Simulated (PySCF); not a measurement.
System: C₂H₇N₂Si (SMILES [N]=CCN[SiH3]) (doublet).

Input file:

```
{"job": {"kind": "epr", "basis": "pcH-1"}, "charge": 0, "multiplicity": 2}
N     -2.880245    -0.045573     0.639046
C     -1.775672     0.285430     0.266532
C     -0.512164     0.351731     1.173525
N      0.507444    -0.527089     0.725061
Si     1.504907    -0.219515    -0.656124
H     -1.506816     0.561329    -0.760784
H     -0.820463     0.109816     2.192435
H     -0.152250     1.382309     1.127985
H      0.315648    -1.487920     0.966047
H      2.031783     1.127997    -0.448289
H      2.507545    -1.275568    -0.595456
H      0.781482    -0.263631    -1.935358
```

Run with:

```sh
OMP_NUM_THREADS=1 python probes_run.py task.json out
```

Geometry: GFN2-xTB.

Computed with PySCF, UKS B3LYP, pcH-1 on C H N Si, non-relativistic, mean-field spin-orbit, GIAO.

Question: What will maps of the electron density, electron localisation function and spin density show?

Answer: C–N (1.21 Å): ρ at the midpoint is about 2.8 e/Å³; the ELF peaks at about 0.90 between the atoms (a short, multiple covalent bond).
C–C (1.56 Å): ρ at the midpoint is about 1.4 e/Å³; the ELF peaks at about 0.95 between the atoms, as expected for a covalent bond.
C–H (1.09 Å): the density is about 1.8 e/Å³ at the midpoint; the ELF is about 1 at the midpoint; a covalent bond by its length.
The unpaired spin (1 electron) lies mostly on N1 (about 0.7), H6 (about 0.1) and C3 (about 0.1), in electrons by Hirshfeld's partition.

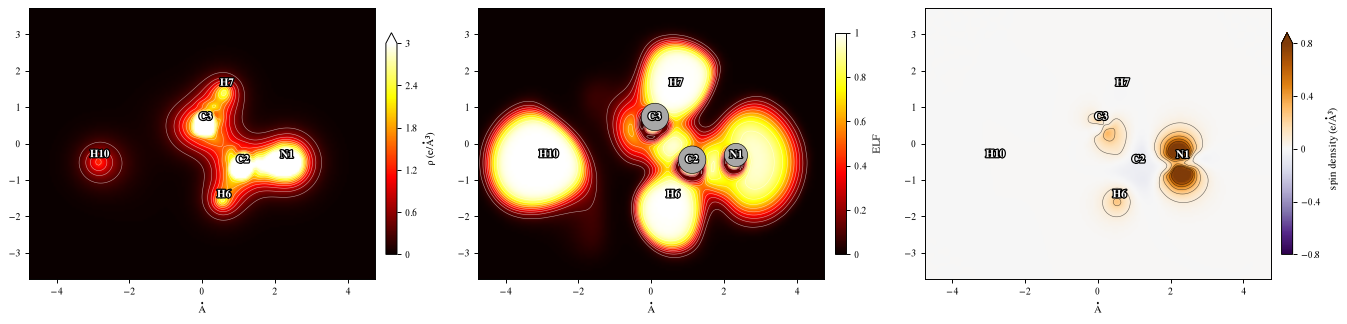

Computed electron density, electron localisation function and spin density on the plane of atoms N1, C2 and C3, in this order. Grey discs cover the atomic cores in the ELF map. 
